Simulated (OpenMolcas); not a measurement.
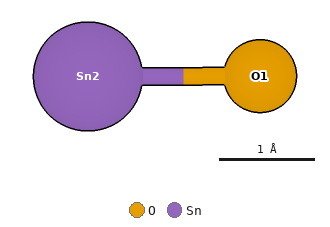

**Figure 1.** The input geometry (ball-and-stick view, seen on its broad side; atoms are numbered from 1 in the order of the input). Sticks mark near contacts. Bond lengths as drawn: O–Sn 1.82 Å.

Energy and gradient calculation, with input and output: SnO (part 1 of 2)

System: SnO (tin(ii) oxide), SMILES [O]=[Sn].
Method: M06-L/def2-TZVPPD, RKS (OpenMolcas 26.06).

The geometry comes from this level: PBE0-D4/def2-TZVP.

Input file:
```
>>> EXPORT MOLCAS_PRINT=2

&GATEWAY
  BasLib=$CurrDir
  Coord
  2
  angstrom
  O        0.000000       0.000000      -0.007080
  Sn       0.000000       0.000000       1.810660
  Basis=def2-TZVPPD
  Group=NoSym

&SEWARD
  GridInput
  Grid=UltraFine
  End of Grid

&SCF
  KSDFT=M06L
  Thresholds=1e-10 1e-07 1e-07 1e-05
  PrOrbitals=1 2

&ALASKA
```

Hardware: 1 thread of Arm Neoverse V2, 24 GiB of memory available, shared host.

Launched with:
```bash
export MOLCAS_MEM=1860
pymolcas mol.input > mol.log
```

Output:
```
--- Start Module: gateway ---

                                              &GATEWAY

                       available to each process: 1.9 GB of memory, 1 thread

 Basis Set     1 Label: O.DEF2-TZVPPD
 Basis set is read from library:.
 basistype.tbl is not found

 Basis Set     2 Label: SN.DEF2-TZVPPD
 Basis set is read from library:.
 basistype.tbl is not found

++    Symmetry information:
      ---------------------

                    Character Table for C1

                             E
                    a        1  x, y, xy, Rz, z, xz, Ry, yz, Rx, I
--

++    Basis set information:
      ----------------------

      Basis set label: O.DEF2-TZVPPD.........

      Electronic valence basis set:
      ------------------
      Associated Effective Charge   8.000000 au
      Associated Actual Charge      8.000000 au
      Nuclear Model: Point charge

      Shell  nPrim  nBasis  Cartesian Spherical Contaminant
         s      12       6        X
         p       7       4        X
         d       3       3                 X
         f       1       1                 X

      Basis set label: SN.DEF2-TZVPPD....ECP.....

      Electronic valence basis set:
      ------------------
      Associated Effective Charge  22.000000 au
      Associated Actual Charge     50.000000 au
      Nuclear Model: Point charge

      Shell  nPrim  nBasis  Cartesian Spherical Contaminant
         s      11       7        X
         p       9       5        X
         d       9       4                 X
         f       2       2                 X

      Pseudo Potential specification:
      =======================================

      Number of Core Electrons:  28

      Potential  nTerms
           H       2
         s-H       4
         p-H       6
         d-H       6

      Effective Core Potential specification:
      =======================================
--

++    Molecular structure info:
      -------------------------

                    ************************************************
                    **** Cartesian Coordinates / bohr, angstrom ****
                    ************************************************

     Center  Label                x              y              z                     x              y              z
        1      O1               0.000000       0.000000      -0.013379              0.000000       0.000000      -0.007080
        2      SN2              0.000000       0.000000       3.421652              0.000000       0.000000       1.810660
--

            Nuclear Potential Energy             51.23680452 au

--- Stop Module: gateway /rc=_RC_ALL_IS_WELL_ ---

--- Start Module: seward ---

                                              &SEWARD

                       available to each process: 1.9 GB of memory, 1 thread

               SEWARD will generate:
                  Multipole Moment integrals up to order  2
                  Kinetic Energy integrals
                  Nuclear Attraction integrals (point charge)
                  One-Electron Hamiltonian integrals modified with ECP contributions
                  Velocity integrals
                  Pseudo Potential integrals
                  Orbital angular momentum around (  0.0000   0.0000   3.0174 )
                  Velocity quadrupole around (  0.0000   0.0000   3.0174 )
                  Two-Electron Repulsion integrals

                   Integrals are discarded if absolute value <: 1.00E-14
                   Integral cutoff threshold is set to       <: 1.00E-16

            Nuclear Potential Energy             51.23680452 au

      Basis set specifications :
      Symmetry species         a
      Basis functions           96

--- Stop Module: seward /rc=_RC_ALL_IS_WELL_ ---
--- Module seward spent 1 second ---

--- Start Module: scf ---

                                                &SCF

                       available to each process: 1.9 GB of memory, 1 thread

 ###############################################################################
 ###     Minimized-density-differences option turned off!                    ###
 ###############################################################################
++    Input section:
      --------------

      Header of the integral files:

      Cartesian coordinates in angstrom:
      -----------------------------------------------------
      No.  Label        X            Y            Z
      -----------------------------------------------------
       1   O1         0.00000000   0.00000000  -0.00708000
       2   SN2        0.00000000   0.00000000   1.81066000
      -----------------------------------------------------
      Nuclear repulsion energy =   51.23680452
--

++    Orbital specifications:
      -----------------------

      Symmetry species               1
                                     a
      Frozen orbitals                0
      Occupied orbitals             15
      Secondary orbitals            81
      Deleted orbitals               0
      Total number of orbitals      96
      Number of basis functions     96
--

      Molecular charge                           0.000

      Numerical integration parameters
      --------------------------------
      Radial quadrature type:                         MHL
      Size of radial grid:                            99
      Lebedev angular grid:                           41
      Angular grid pruned with the crowding factor:  1.00E+10
                                 and fading factor:  1.00E+01
      Screening threshold for integral computation:   1.00E-11
      Radial quadrature accuracy:                     1.00E-25
      Maximum batch size:                             128
      AO values are stored on disk
      The same grid will be used for all iterations.

      DFT functional specifications
      -----------------------------
      Using Libxc version: 6.2.2
      Please cite the following reference:
      S. Lehtola, C. Steigemann, M. J.T. Oliveira, and M. A.L. Marques.,  SoftwareX 7, 1–5 (2018) doi:10.1016/j.softx.2017.11.002

      * Minnesota M06-L exchange functional
      * Minnesota M06-L correlation functional
        - Y. Zhao and D. G. Truhlar.,  Theor. Chem. Acc. 120, 215 (2008) doi:10.1007/s00214-007-0310-x

++    Optimization specifications:
      ----------------------------

      SCF Algorithm: Conventional
      D(i)-D(i-1) density differences are used
      Number of density matrices in core                 5
      Maximum number of NDDO SCF iterations            400
      Maximum number of HF SCF iterations              400
      Threshold for SCF energy change             1.00E-10
      Threshold for density matrix                1.00E-07
      Threshold for Fock matrix                   1.00E-07
      Threshold for linear dependence             1.00E-09
      Threshold at which DIIS is turned on        1.50E-01
      Maximum depth in the DIIS procedure                5
      Maximum depth in the BFGS Hessian update          30
      Threshold at which QNR/C2DIIS is turned on  7.50E-02
      Threshold for Norm(delta) (QNR/C2DIIS)      1.00E-05
      All orbitals punched on: SCFORB
--

      Input vectors read from INPORB
      Orbital file label: *Guess orbitals

++ Convergence information
                                   M06L       iterations: Energy and convergence statistics

Iter     Tot. M06L       One-elec.       Two-elec.     Energy      Max Dij or  Max Fij      DNorm      TNorm      AccCon     Time
         Energy          Energy          Energy        Change      Delta Norm                                                in Sec.
   1  -254.344445510  -571.977616828   266.396366794   0.00E+00    5.41E-01*   1.34E+01*    5.40E+01   1.68E+02   None         1.
   2  -282.533074331  -599.201617599   265.431738744  -2.82E+01*   7.57E-01*   5.10E-01*    4.03E+01   1.63E+02   EDIIS        1.
   3  -235.700019920  -529.439613434   242.502788990   4.68E+01*   2.72E-01*   5.84E-01*    1.26E+01   1.61E+02   EDIIS        1.
   4  -285.680794642  -627.030970558   290.113371392  -5.00E+01*   2.79E-01*   3.25E-01*    5.18E+00   1.75E+02   EDIIS        1.
   5  -289.432861702  -602.270968975   261.601302749  -3.75E+00*   6.22E-01*   1.51E-01*    4.82E+00   1.66E+02   EDIIS        1.
   6  -288.687970041  -611.026091256   271.101316691   7.45E-01*   2.31E-01*   7.01E-02*    4.38E+00   1.67E+02   EDIIS        1.
   7  -289.421819443  -616.064116789   275.405492822  -7.34E-01*   2.76E-01*   5.62E-02*    2.10E+00   1.70E+02   EDIIS        1.
   8  -289.578037687  -606.362378489   265.547536278  -1.56E-01*   1.92E-01*   3.32E-02*    1.37E+00   1.67E+02   EDIIS        1.
   9  -289.656565730  -610.343838314   269.450468060  -7.85E-02*   6.60E-02*   1.48E-02*    7.72E-01   1.68E+02   EDIIS        1.
  10  -289.694064785  -609.830948419   268.900079110  -3.75E-02*   4.32E-02*   1.19E-02*    4.61E-01   1.68E+02   c2DIIS       1.
  11  -289.698160191  -608.940704467   268.005739751  -4.10E-03*   2.03E-01*   1.70E-02*    2.31E-01   1.68E+02   QNRc2DIIS    1.
  12  -289.639571113  -611.379958761   270.503583124   5.86E-02*   1.50E-01*   5.97E-02*    5.44E-01   1.69E+02   QNRc2DIIS    1.
  13  -289.701149893  -609.855320885   268.917366468  -6.16E-02*   1.71E-02*   5.20E-03*    4.11E-01   1.68E+02   QNRc2DIIS    1.
  14  -289.701733371  -609.649708372   268.711170477  -5.83E-04*   4.52E-03*   2.07E-03*    7.06E-02   1.68E+02   QNRc2DIIS    1.
  15  -289.701783834  -609.629779270   268.691190912  -5.05E-05*   3.89E-03*   1.10E-03*    1.47E-02   1.68E+02   QNRc2DIIS    1.
  16  -289.701803294  -609.600678022   268.662070204  -1.95E-05*   1.48E-03*   3.01E-04*    1.84E-02   1.68E+02   QNRc2DIIS    1.
  17  -289.701804873  -609.595245941   268.656636544  -1.58E-06*   5.10E-05*   1.66E-05*    5.39E-03   1.68E+02   QNRc2DIIS    1.
  18  -289.701804876  -609.595144235   268.656534835  -3.61E-09*   9.22E-06    4.06E-06*    2.54E-04   1.68E+02   QNRc2DIIS    1.
  19  -289.701804876  -609.595335838   268.656726437  -1.74E-10*   3.38E-06    2.06E-06*    9.29E-05   1.68E+02   QNRc2DIIS    1.
  20  -289.701804876  -609.595252542   268.656643141  -3.24E-11    8.36E-07    4.99E-07*    3.64E-05   1.68E+02   QNRc2DIIS    1.
  21  -289.701804876  -609.595269178   268.656659778  -2.61E-12    7.98E-08    4.05E-08     6.52E-06   1.68E+02   QNRc2DIIS    1.

       Convergence after  21 Iterations
--

 *****************************************************************************************************************************
 *                                             SCF/KS-DFT Program, Final results                                             *
 *                                                       Final Results                                                       *
 *****************************************************************************************************************************
```
